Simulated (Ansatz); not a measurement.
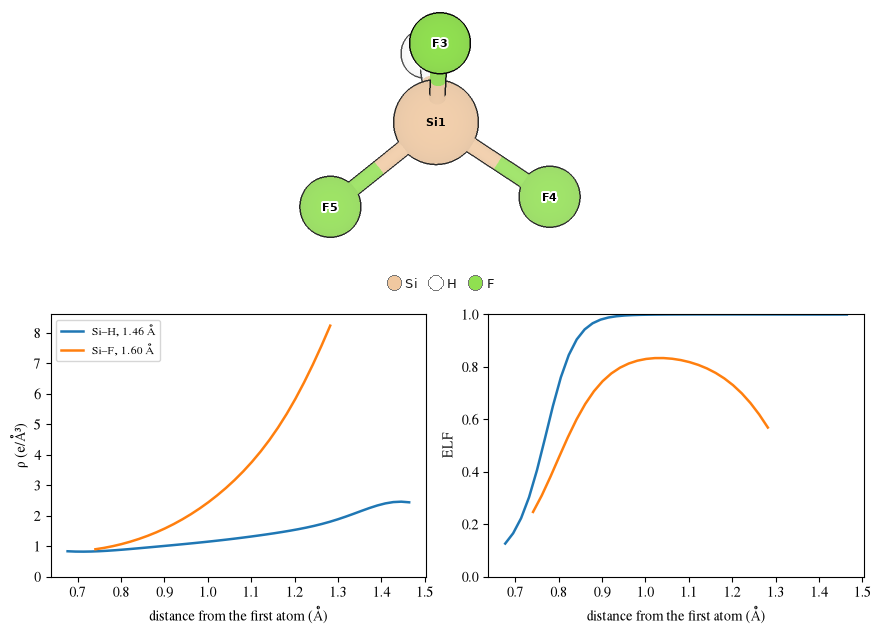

F$_{3}$HSi. Electron density and electron localisation function along straight lines between neighbouring atoms. The curves leave out the atomic cores. The structure is drawn too.

Method: RKS B3LYP-D4/def2-SVP (Ansatz 0.2.0).

Input

```
crystal:
  periodic: [false, false, false]
  atoms:
    - { symbol: Si, position_ang: [0.0, 0.0, 0.0] }
    - { symbol: H, position_ang: [0.0, 0.0, 1.46] }
    - { symbol: F, position_ang: [1.4994, 0.0, -0.5295] }
    - { symbol: F, position_ang: [-0.7489, 1.2974, -0.5295] }
    - { symbol: F, position_ang: [-0.7489, -1.2974, -0.5295] }
basis:
  gaussian: { orbitals: def2-SVP }
hamiltonian:
  xc: b3lyp
  dispersion: d4
relax:
  f_tol: 0.02
  max_steps: 40
output:
  orbitals: {}
```

Run with:

```sh
ansatz run input.yaml --threads 1 --pin off --max-ram 2048MiB --backend cpu --events-out ev --progress --plain --runs-dir out
```

The fields are those of the run's last geometry, not of the input's.

**Compare the contacts.**

Si–H (1.46 Å): ρ at the midpoint is about 0.82 e/Å³; the ELF climbs to about 1 towards the hydrogen, as it does in any bond to H.
Si–F (1.60 Å): ρ at the midpoint is about 1.1 e/Å³; the ELF peaks at about 0.85 in the valence shell of F, 0.6 Å from its nucleus, and is about 0.45 at the midpoint.
